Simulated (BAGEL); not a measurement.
# FCI/3-21G (density fitting with cc-pvqz-jkfit) run of PH (SMILES [PH])

What is the vertical ionisation energy of PH at FCI/3-21G (density fitting with cc-pvqz-jkfit)? 

The results are computed with BAGEL 1.2.2.

2 further runs of the same task are left out: 2 set aside as unsound or not needed.

## 1. Starting point

PH has 2 atoms, charge 0, and is taken as a triplet. As SMILES, `[PH]`. Geometry: relaxed at PBE0-D4/def2-TZVP.

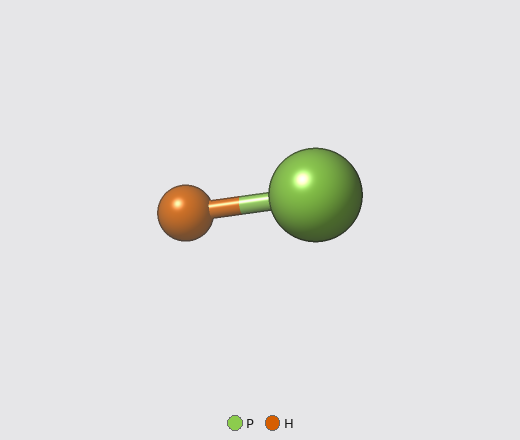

The structure, seen from a chosen angle (phosphorus green, hydrogen orange).

## 2. A single-point energy at FCI/3-21G (density fitting with cc-pvqz-jkfit)

The input, fci.json:

```json
{ "bagel": [

{
  "title": "molecule",
  "basis": "3-21g",
  "df_basis": "cc-pvqz-jkfit",
  "angstrom": true,
  "geometry": [
    { "atom": "P", "xyz": [       0.000000,       0.000000,      -0.014610 ] },
    { "atom": "H", "xyz": [       0.000000,       0.000000,       1.413680 ] }
  ]
},

{
  "title": "hf"
},

{
  "title": "fci",
  "nstate": 1,
  "ncore": 5,
  "nspin": 2
}

]}
```

Started as:

```bash
$ BAGEL_NUM_THREADS=1 BAGEL fci.json > fci.out
```

Standard output:

```text
* using 1 threads per process

  ===============================================================
  ===============================================================

  *** Geometry ***

  { "atom" : "P", "xyz" : [      0.000000,      0.000000,     -0.027609 ] },
  { "atom" : "H", "xyz" : [      0.000000,      0.000000,      2.671468 ] },

  Number of auxiliary basis functions:      199

  Since a DF basis is specified, we compute 2- and 3-index integrals:
    o Being stored without compression. Storage requirement is 0.000 GB

  Number of basis functions:       15
  Number of electrons      :       16

    * METHOD: MOLECULE                             0.02

  *** RHF ***

  === Nuclear Repulsion ===
     5.5574555308

      * DIIS with orbital gradients will be used.

  === RHF iteration (3-21g) ===
      0       -339.47450647          0.01044644           0.00
      1       -339.47982302          0.00164546           0.00
      2       -339.48005991          0.00022816           0.00
      3       -339.48006778          0.00001620           0.00
      4       -339.48006783          0.00000167           0.00
      5       -339.48006783          0.00000015           0.00
      6       -339.48006783          0.00000002           0.00
      7       -339.48006783          0.00000000           0.00
    * SCF iteration converged.

    * Permanent dipole moment:
           (    0.000000,    -0.000000,    -0.328492) a.u.

    * METHOD: HF                                   0.02

  ---------------------------
        FCI calculation
  ---------------------------

  Performs exactly the same way as Knowles & Handy 1984 CPL

  o alpha-beta strings
      length:           255
  o size of the space
      determinant space:  9450
      spin-adapted space: 6930

  o single displacement lists (alpha)
      length:          5880
  o single displacement lists (beta)
      length:           810

     guess   0:   closed 11........           open ..11......

  === FCI iteration ===

      0  0      -339.54076477     2.91e-03      0.01
      1  0      -339.59211354     8.43e-04      0.01
      2  0      -339.59536482     2.06e-04      0.01
      3  0      -339.59556428     5.44e-05      0.01
      4  0      -339.59557802     1.55e-05      0.01
      5  0      -339.59557915     4.29e-06      0.01
      6  0      -339.59557923     1.02e-06      0.01
      7  0      -339.59557923     2.87e-07      0.01
      8  0      -339.59557924     6.86e-08      0.01
      9  0      -339.59557924     1.44e-08      0.01
     10  0      -339.59557924     3.50e-09      0.01
     11  0      -339.59557924     9.43e-10      0.01
     12  0      -339.59557924     2.12e-10      0.01
     13  0 *    -339.59557924     4.26e-11      0.01

     * ci vector, state   0, <S^2> = 2.0000
       22aa......    -0.9766267138
       22a....a..     0.1089187845
       2.aa2.....     0.0939886473

    * METHOD: FCI                                  0.12

  ===============================================================
```

Wall time 0.32 s (1 thread of Arm Neoverse V2, shared host).

## 3. The doublet cation, same level

The input, input.json:

```json
{ "bagel": [

{
  "title": "molecule",
  "basis": "3-21g",
  "df_basis": "cc-pvqz-jkfit",
  "angstrom": "true",
  "geometry": [
    { "atom": "P", "xyz": [       0.000000,       0.000000,      -0.014610 ] },
    { "atom": "H", "xyz": [       0.000000,       0.000000,       1.413680 ] }
  ]
},

{
  "title": "hf",
  "charge": 2
},

{
  "title": "fci",
  "nstate": 1,
  "charge": 1,
  "ncore": 5,
  "nspin": 1
}

]}
```

Started as:

```bash
$ BAGEL_NUM_THREADS=1 BAGEL input.json > input.out
```

Standard output:

```text
* using 1 threads per process

  ===============================================================
  ===============================================================

  *** Geometry ***

  { "atom" : "P", "xyz" : [      0.000000,      0.000000,     -0.027609 ] },
  { "atom" : "H", "xyz" : [      0.000000,      0.000000,      2.671468 ] },

  Number of auxiliary basis functions:      199

  Since a DF basis is specified, we compute 2- and 3-index integrals:
    o Being stored without compression. Storage requirement is 0.000 GB

  Number of basis functions:       15
  Number of electrons      :       16

    * METHOD: MOLECULE                             0.02

  *** RHF ***

  === Nuclear Repulsion ===
     5.5574555308

      * DIIS with orbital gradients will be used.

  === RHF iteration (3-21g) ===
      0       -338.43739089          0.03088559           0.00
      1       -338.50519771          0.00547617           0.00
      2       -338.50615136          0.00059291           0.00
      3       -338.50617262          0.00007058           0.00
      4       -338.50617318          0.00000762           0.00
      5       -338.50617319          0.00000053           0.00
      6       -338.50617319          0.00000009           0.00
      7       -338.50617319          0.00000000           0.00
    * SCF iteration converged.

    * Permanent dipole moment:
           (    0.000000,    -0.000000,    -0.575563) a.u.

    * METHOD: HF                                   0.02

  ---------------------------
        FCI calculation
  ---------------------------

  Performs exactly the same way as Knowles & Handy 1984 CPL

  o alpha-beta strings
      length:           165
  o size of the space
      determinant space:  5400
      spin-adapted space: 3300

  o single displacement lists (alpha)
      length:          2880
  o single displacement lists (beta)
      length:           810

     guess   0:   closed 11........           open ...1......

  === FCI iteration ===

      0  0      -339.16903206     4.05e-03      0.00
      1  0      -339.23354571     1.23e-03      0.00
      2  0      -339.23793109     2.70e-04      0.00
      3  0      -339.23814019     7.12e-05      0.00
      4  0      -339.23815531     1.73e-05      0.00
      5  0      -339.23815621     3.92e-06      0.00
      6  0      -339.23815626     9.47e-07      0.00
      7  0      -339.23815626     2.66e-07      0.00
      8  0      -339.23815626     6.21e-08      0.00
      9  0      -339.23815626     1.41e-08      0.00
     10  0      -339.23815626     3.28e-09      0.00
     11  0      -339.23815626     7.30e-10      0.00
     12  0      -339.23815626     1.55e-10      0.00
     13  0 *    -339.23815626     3.59e-11      0.00

     * ci vector, state   0, <S^2> = 0.7500
       22.a......    -0.9663610424
       2..a2.....    -0.0937177441
       .22a......     0.0761377285
       2.2a......     0.0724180511
       2a.a..b...    -0.0714775984
       2a.ab.....    -0.0701205916
       2b.a..a...     0.0629678989
       2b.aa.....     0.0603582089
       ab2a......    -0.0545211565
       ba2a......    -0.0513512328

    * METHOD: FCI                                  0.07

  ===============================================================
```

Run time: 0.26 s. Hardware: 1 thread of Arm Neoverse V2, shared host.

## 4. Outcome

At FCI/3-21G (density fitting with cc-pvqz-jkfit), 5 core orbitals frozen:

```
                                          quantity          value
                          triplet PH: total energy  -339.59558 Eh
                      doublet cation: total energy  -339.23816 Eh
vertical ionisation energy (to the doublet cation)       9.726 eV
```

In words: The vertical ionisation energy comes to 9.73 eV (224 kcal/mol).
